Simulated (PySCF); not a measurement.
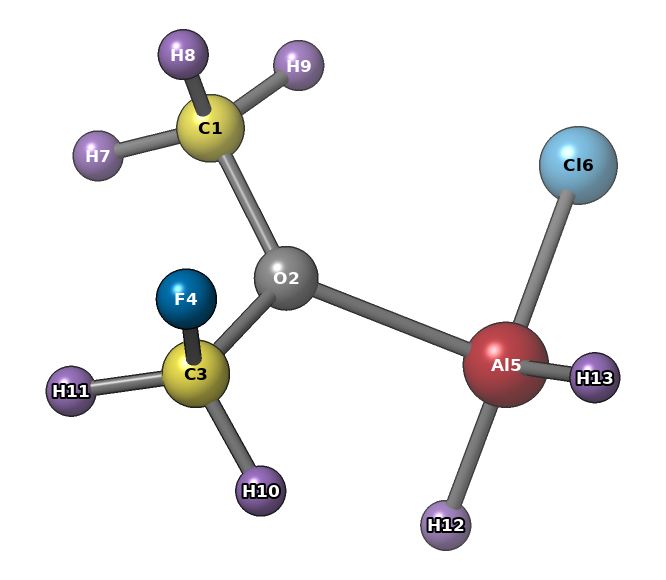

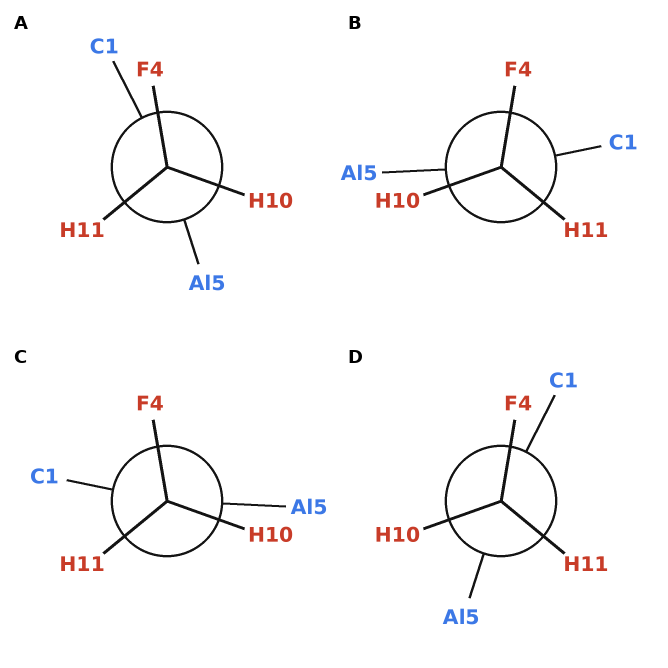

Distant atoms are faded towards the background colour. Bonds that would overlap in a projection are set slightly apart. The geometry was computed by an optimisation with PBE0-D3(BJ)/def2-SVP. No frequency run is at hand to confirm it as a minimum.

### Which Newman projection shows the view along C3–O2, with C3 in front?

C. The torsion angle F4–C3–O2–Al5 is 112°, anticlinal.
